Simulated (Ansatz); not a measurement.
The structure below was relaxed with DFT with PBEsol, PAW potentials and a 420 eV plane-wave cutoff in Ansatz (a first-principles code), without spin-orbit coupling, at pressure 15 GPa.

```xyz
1
Lattice="-1.5550 1.5550 1.5550 1.5550 -1.5550 1.5550 1.5550 1.5550 -1.5550" Properties=species:S:1:pos:R:3 pbc="T T T"
W      0.0000     0.0000     0.0000
```

Q: Find the space group and the Wyckoff positions.

A: Space group Im-3m (No. 229); a = b = c = 3.110 Å, α = β = γ = 90.00°

| atom | site | symmetry | x | y | z |
|---|---|---|---|---|---|
| W | 2a | m-3m | 0.0000 | 0.0000 | 0.0000 |

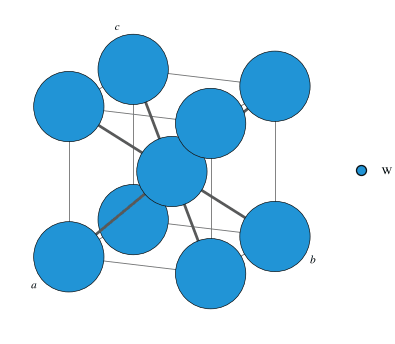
*The conventional cell*

Load acts through the strain it causes; cell and atoms are relaxed under it. Stability against distortions was not tested. Competing high-pressure phases were not computed. The final runs are not spin-polarised. The cell was made from W in the bcc (W type) structure (space group Im-3m, No. 229) by this change: pressure 15 GPa.
